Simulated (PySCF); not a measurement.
Vertical excitations of a molecule C2H6GeO2 from PySCF with TDA-M06-2X/def2-SVPD, as energy in eV (oscillator strength): 5.77 (0.001), 7.71 (0.026), 7.86 (0.000), 8.20 (0.024), 8.28 (0.015), 8.30 (0.000), 8.56 (0.149), 8.66 (0.081), 8.90 (0.023), 8.99 (0.132). Lowest triplet (TDA): 5.34 eV. The structure is a stationary point at B3LYP-D3(BJ)/def2-SVP. Other conformers were not sampled.

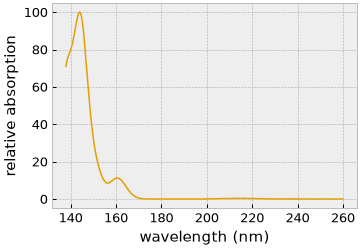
Figure. The lines broadened by 0.4 eV.

Pick the molecule that these values belong to.
A) [CH3][GeH2][C](=O)O
B) CC1[O][GeH2][O]1
C) CC(=O)[O][GeH3]
D) C1C[O][GeH2][O]1

C, CC(=O)[O][GeH3]
